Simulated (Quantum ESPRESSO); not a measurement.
The O K edge of atom 3 in SnO2 (Cassiterite, P4_2/mnm), with 3 Sn at 2.05 Å (distorted trigonal planar, site symmetry m2m), was computed in 2 ways: full core hole (charged cell) and no core hole. Program and functional: Quantum ESPRESSO XSpectra, PBE, Lorentzian half width 0.3 eV up to 4 eV, rising linearly to 2.5 eV at 25 eV; cells of 6 and 12 atoms (the run without a hole in the smaller).

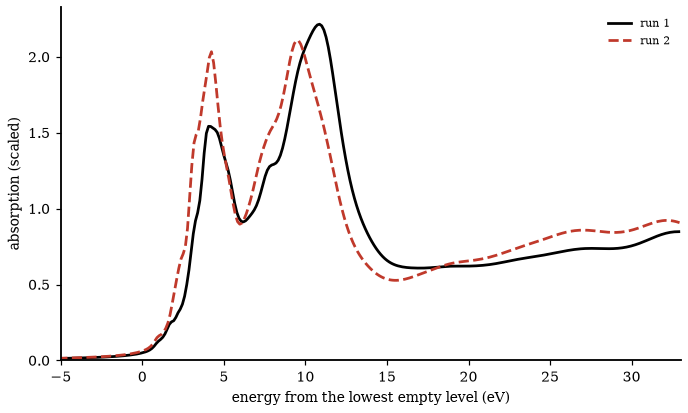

Each run is counted from its own lowest empty level or Fermi level and scaled to a mean of 1 over its first 20 eV. (XSpectra's own axis starts at xe0, in the gap; it has been shifted.)

**Question.** Which run is which?

Run 1: no core hole (area from −2 to 6 eV 4.5, main maxima 4.1 eV (1.54) and 10.9 eV (2.21)). Run 2: full core hole (charged cell) (area from −2 to 6 eV 5.6, main maxima 4.2 eV (2.03) and 9.4 eV (2.11)). With each curve scaled to its own mean, the area from −2 to 6 eV with the hole is 5.6 against 4.5, and the centre of weight from −1 to 20 eV moves by -0.7 eV: the hole pulls the absorber's empty states down.

[Hosts, paths, dates, database ids (printed as entryN), source tags and the programs' standing remarks are cut or masked in the printed files.]

[Lists of maxima count a maximum above −3 eV only where it reaches 4 % of the highest in the window and stands out from its surroundings by 2 % of it (1.5 % where it reaches 55 %); shoulders and weaker maxima are passed over, and of the rest the first, up to two pre-edge ones and the few strongest are named.]
